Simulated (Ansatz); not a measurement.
# AlFH4SSi: one species, many methods

Aim: compute AlFH4SSi with functionals from several rungs and with coupled cluster. The yardstick is the atomisation energy at the CCSD(T) limit.

Computed with Ansatz 0.2.0, Gaussian basis. Level: functionals in def2-TZVPP, the program's frozen cores in correlated methods.

Plan: LDA (SPW92), PBE-D4, revPBE-D4, BLYP-D4, r2SCAN-D4, B97M-V, PBE0-D4, B3LYP-D4, r2SCANh-D4, r2SCAN0-D4, HSE06-D4, BHLYP-D4, CAM-B3LYP-D4, LC-ωPBE, ωB97X-V, ωB97M-V, B2PLYP, PBE-QIDH; CCSD(T)/def2-SVP; CCSD(T)/def2-TZVPP; MP2/def2-QZVPP; extrapolation to the limit; RPA on PBE.

### 1 The relaxed structure

All runs share one geometry, relaxed beforehand with PBE0-D4 in a triple-zeta def2 set.

SMILES `[F][AlH][S][SiH3]`, 8 atoms, charge 0, spin multiplicity 1.

Atoms are counted from 1 here; the program's logs count them from 0.

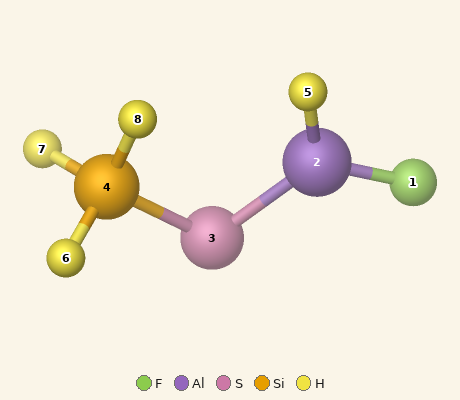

The structure; fluorine green, aluminium purple, sulfur pink, silicon amber, hydrogen yellow; atoms are numbered from 1 in the order of the file.

### 2 LDA

This LDA is Slater exchange with PW92 correlation.

Contents of in.yaml:

```yaml
crystal:
  periodic: [false, false, false]
  atoms:
    - {symbol: F, position_ang: [2.938257, 1.663023, 0.459352]}
    - {symbol: Al, position_ang: [1.456446, 1.110084, 0.005537]}
    - {symbol: S, position_ang: [0.806409, -0.711466, 0.981556]}
    - {symbol: Si, position_ang: [-1.105356, -0.958669, 0.048941]}
    - {symbol: H, position_ang: [0.639000, 1.909706, -1.067132]}
    - {symbol: H, position_ang: [-2.155783, -0.946386, 1.095618]}
    - {symbol: H, position_ang: [-1.129120, -2.261435, -0.659059]}
    - {symbol: H, position_ang: [-1.357753, 0.138144, -0.920613]}
basis:
  gaussian: {orbitals: def2-TZVPP}
hamiltonian: {xc: lda}
output: {orbitals: {seedname: orbitals}}
```

The run is started by

```
$ ansatz run in.yaml --threads 2 --pin off --events-out ev --progress --plain --max-ram 4352MiB
```

Further steps of the session: PBE-D4 (GGA); revPBE-D4 (GGA); BLYP-D4 (GGA); r2SCAN-D4 (meta-GGA); B97M-V (meta-GGA); B3LYP-D4 (hybrid); r2SCANh-D4 (hybrid); r2SCAN0-D4 (hybrid); HSE06-D4 (hybrid); BHLYP-D4 (hybrid); CAM-B3LYP-D4 (range-separated); LC-ωPBE (range-separated); ωB97X-V (range-separated); ωB97M-V (range-separated); B2PLYP (double hybrid); PBE-QIDH (double hybrid); CCSD(T) in def2-SVP; CCSD(T) in def2-TZVPP; MP2 in def2-QZVPP; RPA on PBE orbitals.

Q: Predict the results of all the runs planned. Wanted: atomisation energy, CCSD(T)/CBS; farthest beyond LDA; mean size of error, GGA; mean size of error, meta-GGA; mean size of error, hybrid; mean size of error, range-separated; mean size of error, double hybrid; gap, smallest and largest; T1 diagnostic.

The runs gave:

| quantity | value |
| --- | --- |
| atomisation energy, CCSD(T)/CBS | 2558.5 kJ/mol |
| functionals within 12.8 kJ/mol (0.5 %) | r2SCAN-D4, ωB97X-V, ωB97M-V |
| farthest beyond LDA | revPBE-D4 (-82.8 kJ/mol) |
| mean size of error, GGA | 57.7 kJ/mol |
| mean size of error, meta-GGA | 12.2 kJ/mol |
| mean size of error, hybrid | 48.3 kJ/mol |
| mean size of error, range-separated | 20.6 kJ/mol |
| mean size of error, double hybrid | 52.0 kJ/mol |
| gap, smallest and largest | 4.85 eV (LDA (SPW92)), 11.57 eV (LC-ωPBE) |
| T1 diagnostic | 0.0122 |
| triples share of the correlation energy | 3.4 % |

In words: LDA overbinds by 259.1 kJ/mol (10 %). PBE-D4 is off by -35.3 kJ/mol. Double hybrids carry the basis error of their MP2 part in triple zeta, and no dispersion term here, so their miss is partly the set-up's. Taken by rung, meta-GGA functionals do best (12.2 kJ/mol on average) and GGA ones worst beyond LDA (57.7 kJ/mol). Misses under about 12.8 kJ/mol are within the doubt on the reference itself, which lacks core-valence correlation, relativity and higher excitations. Hartree-Fock recovers 75 % of the binding; the rest is correlation. CCSD(T) in def2-SVP is off by -201.2 kJ/mol, which most functionals beat. The gap grows from 4.8 to 11.6 eV across the functionals, mostly with the share of exact exchange.
